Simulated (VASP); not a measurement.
Band structure of Ir2RbP2 (space group I4/mmm). Calculation: PBEsol GGA, VASP's PBE PAW potentials (set 64) (plane waves; VASP).

Unless said otherwise, spin-orbit coupling is left out, though it shifts the bands of the heavy elements here.

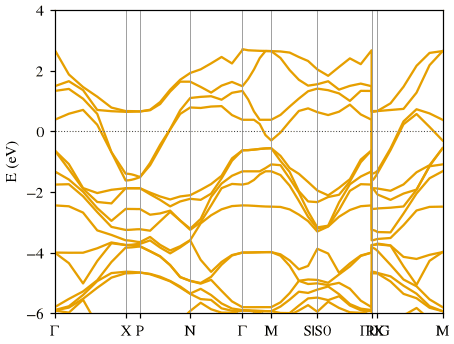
Bands along high-symmetry lines, zero at the valence-band maximum or, without a gap, the Fermi level

Read the plot: is there a gap, and where are the band edges?

It has no gap at this level: it comes out as a metal or semimetal.

The structure comes from a computed database's Ir2RbP2 entry; how it stands against other phases isn't given here. The cell was not relaxed at this level. The electron count is odd and the run is not spin-polarised, which forces a metal.
